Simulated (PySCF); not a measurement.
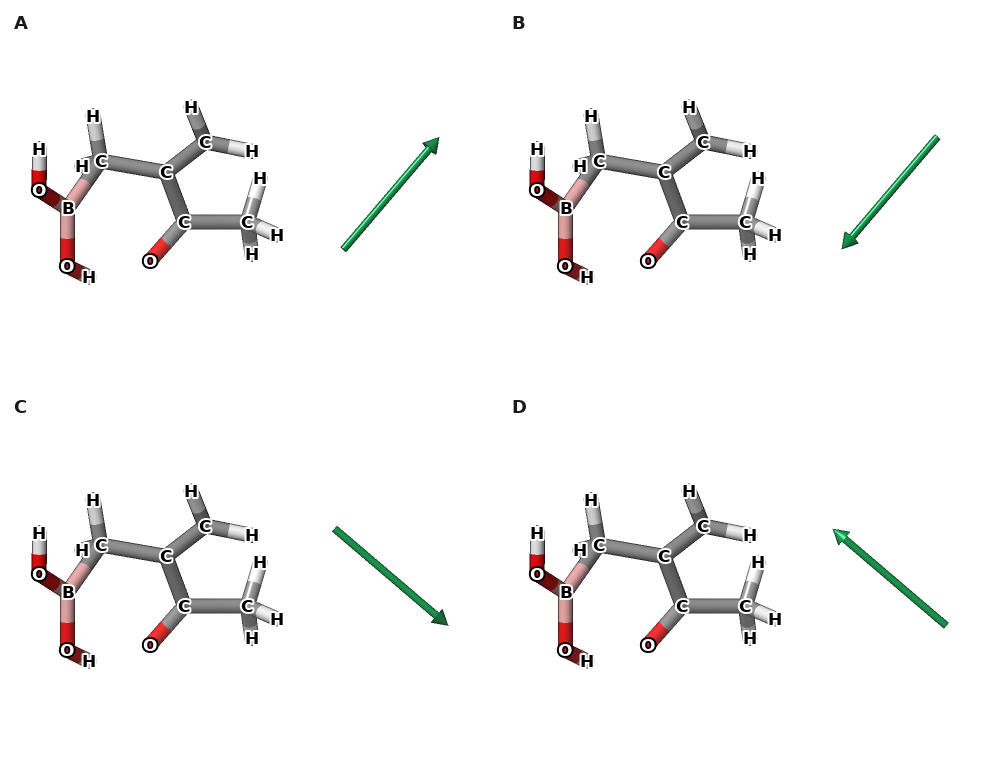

The same molecule four times, each with an arrow. The computed structure is the end point of a GFN2-xTB optimisation. No frequency run is at hand to confirm it as a minimum. Method: PBE0/pcSseg-1, gas phase (PySCF 2.14.0).

Which arrow points along the dipole moment, from the negative to the positive end?

A. The dipole moment is 5.11 D.

The geometry is semi-empirical. Around B such bond lengths and angles can be off by a tenth of an ångström or more and by several degrees, and values that hang on the shape move with them.
